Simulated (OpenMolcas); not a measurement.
# Multiconfigurational calculation for Tc⁴⁺ complex (part 2 of 2)

The same run, continued: Tc⁴⁺ with 6 ligands (Cl; octahedron, 2.419 Å), embedded in Cs2ZrCl6 by model potentials and point charges, whose field is part of the energies. Method: state-averaged CASSCF, active space 3 electrons in the shell 4d, basis ANO-RCC-VDZP on the metal and ANO-RCC-VDZP on the ligands, DKH2 scalar Hamiltonian, spin-orbit coupling by RASSI with atomic mean-field integrals (OpenMolcas).

The program's output (extracts), continued:
```
--- RASSI ---
SPIN-FREE ENERGIES:
  (Shifted by EMIN (a.u.) =      -7048.3479818354)

 SF State       Relative EMIN(au)   Rel lowest level(eV)    D:o, cm**(-1)

     1             0.0000000000        0.0000000000              0.0000
    11             0.0626464616        1.7046970644          13749.3091
    12             0.0626464616        1.7046970644          13749.3091
    13             0.0657983506        1.7904643336          14441.0688
    14             0.0657983506        1.7904643336          14441.0688
    15             0.0657983506        1.7904643336          14441.0688
    16             0.0981883652        2.6718415316          21549.8553
    17             0.0981883652        2.6718415316          21549.8553
    18             0.0981883652        2.6718415316          21549.8553
     2             0.1120839627        3.0499600001          24599.5864
     3             0.1120839627        3.0499600001          24599.5864
     4             0.1120839627        3.0499600001          24599.5864
     5             0.1427639581        3.8848052059          31333.0671
     6             0.1427639581        3.8848052059          31333.0671
     7             0.1427639581        3.8848052059          31333.0671
    19             0.1599440494        4.3522993073          35103.6613
    20             0.1624899867        4.4215777886          35662.4299
    21             0.1624899867        4.4215777886          35662.4299
    22             0.1624899867        4.4215777886          35662.4299
    23             0.1692225476        4.6047801053          37140.0563
    24             0.1692225476        4.6047801053          37140.0563
    25             0.1692225476        4.6047801053          37140.0563
    26             0.1771732946        4.8211309505          38885.0435
    27             0.1771732946        4.8211309505          38885.0435
    28             0.1851623846        5.0385251665          40638.4461
    29             0.1851623846        5.0385251665          40638.4461
    30             0.1851623846        5.0385251665          40638.4461
    31             0.2066831631        5.6241353816          45361.7110
    32             0.2066831631        5.6241353816          45361.7110
    33             0.2066831636        5.6241353941          45361.7111
    34             0.2158862003        5.8745627828          47381.5442
     8             0.2393611538        6.5133488088          52533.7010
     9             0.2393611538        6.5133488088          52533.7010
    10             0.2393611538        6.5133488088          52533.7010
    35             0.2587979285        7.0422503921          56799.5800
    36             0.2587979290        7.0422504059          56799.5801
    37             0.2755473866        7.4980263660          60475.6611
    38             0.2755473866        7.4980263660          60475.6611
    39             0.2755473866        7.4980263660          60475.6611
    40             0.2789716095        7.5912042188          61227.1912
Eigenvalues of complex Hamiltonian:
   -----------------------------------
  (Shifted by EMIN (a.u.) =      -7048.3479818354)

 SO State       Relative EMIN(au)   Rel lowest level(eV)    D:o, cm**(-1)

     1            -0.0004659059        0.0000000000              0.0000
     2            -0.0004659059        0.0000000000              0.0000
     3            -0.0004659059        0.0000000000              0.0000
     4            -0.0004659059        0.0000000000              0.0000
     5             0.0619022227        1.6971232379          13688.2220
     6             0.0619022227        1.6971232379          13688.2220
     7             0.0619022228        1.6971232381          13688.2220
     8             0.0619022228        1.6971232381          13688.2220
     9             0.0647934511        1.7757975698          14322.7733
    10             0.0647934511        1.7757975698          14322.7733
    11             0.0647934512        1.7757975709          14322.7733
    12             0.0647934512        1.7757975709          14322.7733
    13             0.0658219288        1.8037838719          14548.4981
    14             0.0658219288        1.8037838719          14548.4981
    15             0.0977278481        2.6719881674          21551.0380
    16             0.0977278481        2.6719881674          21551.0380
    17             0.0977278482        2.6719881685          21551.0380
    18             0.0977278482        2.6719881685          21551.0380
    19             0.0986723457        2.6976892570          21758.3312
    20             0.0986723457        2.6976892570          21758.3312
    21             0.1103528719        3.0155325667          24321.9104
    22             0.1103528719        3.0155325667          24321.9104
    23             0.1115054754        3.0468965055          24574.8776
    24             0.1115054754        3.0468965055          24574.8776
    25             0.1115054754        3.0468965057          24574.8776
    26             0.1115054754        3.0468965057          24574.8776
    27             0.1128144048        3.0825142890          24862.1544
    28             0.1128144048        3.0825142890          24862.1544
    29             0.1128144048        3.0825142889          24862.1544
    30             0.1128144048        3.0825142889          24862.1544
    31             0.1130332979        3.0884706740          24910.1959
    32             0.1130332979        3.0884706740          24910.1959
    33             0.1416278291        3.8665675060          31185.9701
    34             0.1416278291        3.8665675060          31185.9701
    35             0.1426163691        3.8934670510          31402.9296
    36             0.1426163691        3.8934670510          31402.9296
    37             0.1426163691        3.8934670509          31402.9296
    38             0.1426163691        3.8934670509          31402.9296
    39             0.1432363859        3.9103385677          31539.0075
    40             0.1432363859        3.9103385677          31539.0075
    41             0.1433207664        3.9126346767          31557.5269
Weights of the five most important spin-orbit-free states for each spin-orbit state.

 SO State  Total energy (au)           Spin-free states, spin, and weights
 -------------------------------------------------------------------------------------------------------
    1        -0.000466       1 1.5  0.9957   16 0.5  0.0008    2 1.5  0.0008    3 1.5  0.0007   17 0.5  0.0007
    2        -0.000466       1 1.5  0.9957   18 0.5  0.0010    4 1.5  0.0010   17 0.5  0.0008    3 1.5  0.0004
    3        -0.000466       1 1.5  0.9957   16 0.5  0.0012    3 1.5  0.0008    2 1.5  0.0008   18 0.5  0.0005
    4        -0.000466       1 1.5  0.9957    4 1.5  0.0009   17 0.5  0.0009   18 0.5  0.0007   16 0.5  0.0006
    5         0.061902      12 0.5  0.5057   11 0.5  0.4795    4 1.5  0.0029   16 0.5  0.0029    2 1.5  0.0022
    6         0.061902      12 0.5  0.5057   11 0.5  0.4795    4 1.5  0.0029   16 0.5  0.0029    2 1.5  0.0022
    7         0.061902      11 0.5  0.5057   12 0.5  0.4795    3 1.5  0.0028   18 0.5  0.0027    2 1.5  0.0023
    8         0.061902      11 0.5  0.5057   12 0.5  0.4795    3 1.5  0.0028   18 0.5  0.0027    2 1.5  0.0023
    9         0.064793      15 0.5  0.4590   13 0.5  0.3165   14 0.5  0.2063   17 0.5  0.0079   16 0.5  0.0028
   10         0.064793      15 0.5  0.4590   13 0.5  0.3165   14 0.5  0.2063   17 0.5  0.0079   16 0.5  0.0028
   11         0.064793      14 0.5  0.4482   13 0.5  0.3381   15 0.5  0.1955   18 0.5  0.0062   16 0.5  0.0062
   12         0.064793      14 0.5  0.4482   13 0.5  0.3381   15 0.5  0.1955   18 0.5  0.0062   16 0.5  0.0062
```

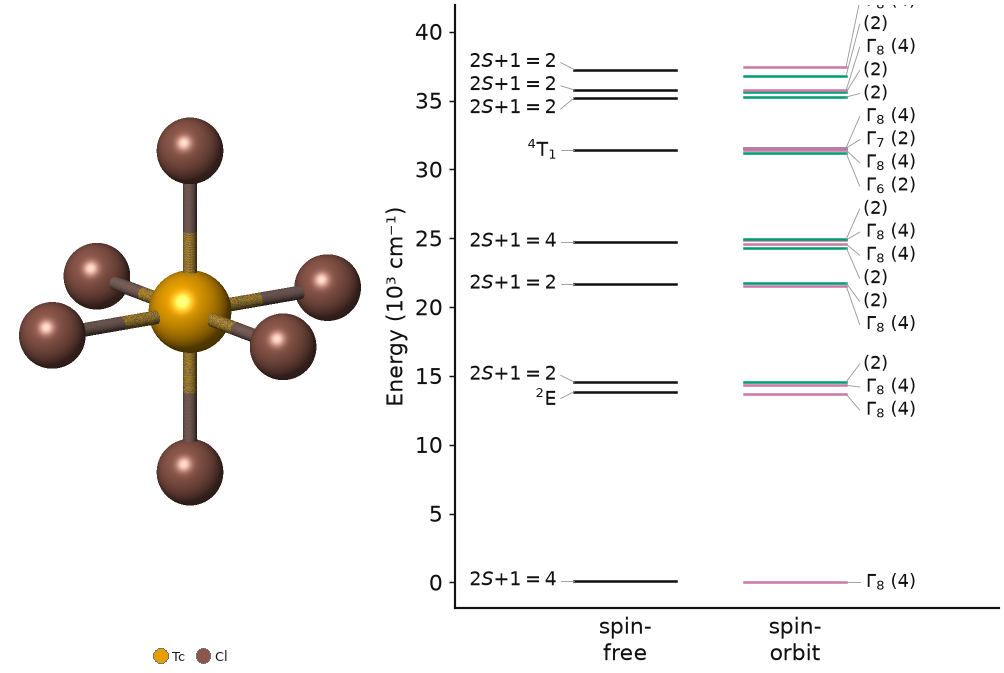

Figure 2. Tc⁴⁺ (4d³) as a dopant in Cs₂ZrCl₆, a cluster with its 6 nearest Cl⁻ at 2.419 Å (octahedron) embedded in model potentials and point charges; the geometry was set, not optimised, and its levels. Labels give the representation in O, Td, D4 or D3 as the site allows (double group for half-integer spin) where it could be assigned and, in brackets, the degeneracy; spin-free states, where drawn, share the zero of the spin-orbit levels. The ground level is Γ₈, 4-fold degenerate, 100 % from states of spin multiplicity 4. The next level lies at 13,700 cm⁻¹ (Γ₈). The active orbitals hold 67 to 88 % metal character (Löwdin), and the Mulliken charge of the metal is +0.80.

The input:
```
&GATEWAY
Basis set
Tc.ANO-RCC-VDZP.
Tc1 0.0 0.0 0.0 Angstrom
End of basis
Basis set
Cl.ANO-RCC-VDZP.
L1 2.419000 0.000000 0.000000 Angstrom
L2 0.000000 2.419000 0.000000 Angstrom
L3 0.000000 0.000000 2.419000 Angstrom
End of basis
Basis set
Cs.EMB-AIMP.Seijo.0s.0s.ECP.Cs2ZrCl6.
PseudoCharge
* 4 symmetry-unique lattice sites within 7.6 angstrom
End of basis
Basis set
Cl.EMB-AIMP.Seijo.0s.0s.ECP.Cs2ZrCl6.
PseudoCharge
* 12 symmetry-unique lattice sites within 7.6 angstrom
End of basis
Basis set
Zr.EMB-AIMP.Seijo.0s.0s.ECP.Cs2ZrCl6.
PseudoCharge
* 6 symmetry-unique lattice sites within 7.6 angstrom
End of basis
Symmetry
XYZ
AngMom=0.0 0.0 0.0
AMFI
RICD
XField
1385 Angstrom 0
* Evjen-weighted lattice charges
&SEWARD
&RASSCF
FileOrb=start.orb
Symmetry=1
Spin=4
nActEl=3 0 0
Inactive=36 36
Ras2=5 0
CIRoot=10 10 1
SDav=10
CIMx=300
Iter=150 100
PrWF=0.3
OrbListing=Nothing
MaxOrb=0
LevShft=1.0
>>> COPY $Project.JobIph JOB001
&RASSCF
FileOrb=start.orb
Symmetry=1
Spin=2
nActEl=3 0 0
Inactive=36 36
Ras2=5 0
CIRoot=40 40 1
SDav=40
CIMx=300
Iter=150 100
PrWF=0.3
OrbListing=Nothing
MaxOrb=0
LevShft=1.0
>>> COPY $Project.JobIph JOB002
&RASSI
NrOfJobIphs=2 10 40
1 2 3 4 5 6 7 8 9 10
1 2 3 4 5 6 7 8 9 10 11 12 13 14 15 16 17 18 19 20 21 22 23 24 25 26 27
28 29 30 31 32 33 34 35 36 37 38 39 40
IphNames
JOB001
JOB002
EJob
SpinOrbit
DIPRint=1.0
SOCoupling=1000.0
Subsets=2
Property=9
'ANGMOM' 1 'ANGMOM' 2 'ANGMOM' 3 'MLTPL  1' 1 'MLTPL  1' 2 'MLTPL  1' 3
'AMFI' 1 'AMFI' 2 'AMFI' 3
SOProperty=3
'ANGMOM' 1 'ANGMOM' 2 'ANGMOM' 3
```

The file start.orb holds starting orbitals from an earlier step. A driver script formed the levels outside the program, from RASSI's spin-orbit matrix and the active-space energies, averaged over the components of each term or state.

Run as:
```bash
OMP_NUM_THREADS=1 MOLCAS_MEM=2457 MOLCAS_PROJECT=a pymolcas a.inp > a.log  # once for each step of the input, in one work folder
```

Key numbers:

```
                                 quantity                                                                 value
                                  outcome                                                             converged
      energy of the lowest spin-free term                                                   −7048.34798 hartree
    energy of the lowest spin-orbit level                                                   −7048.34845 hartree
largest spread among components of a term                                                              0.0 cm⁻¹
                                 hardware  1 thread of Arm Neoverse V1, 24 GiB of memory available, shared host
                                wall time                                                                  35 s
                              peak memory                                                              0.38 GiB
```

Notes:

Without dynamic correlation the splittings between terms come out too large, often by 20 to 50 %. Limits: covalent bonds, ligand orbitals missing from the active space; the geometry is set by hand, with no relaxation.
